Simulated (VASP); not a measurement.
Band structure of WSe2 (space group P6_3/mmc). Method: PBEsol GGA, VASP's PBE PAW potentials (set 64) (plane waves; VASP).

Unless said otherwise, spin-orbit coupling is left out, though it shifts the bands of the heavy elements here.

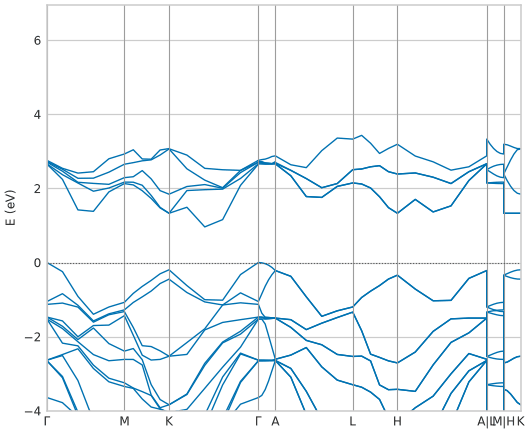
Bands along high-symmetry lines, zero at the valence-band maximum or, without a gap, the Fermi level

Problem. Read the plot: is there a gap, and where are the band edges?

Solution. The gap is indirect, 0.96 eV, from the valence maximum at Γ to the conduction minimum at (0.20, 0.20, 0.00).

The structure is a typed WSe2 crystal. The cell was not relaxed at this level. The k-mesh is coarse (spacing up to 0.48 per Å, 2π included), so the numbers may not be converged in it.
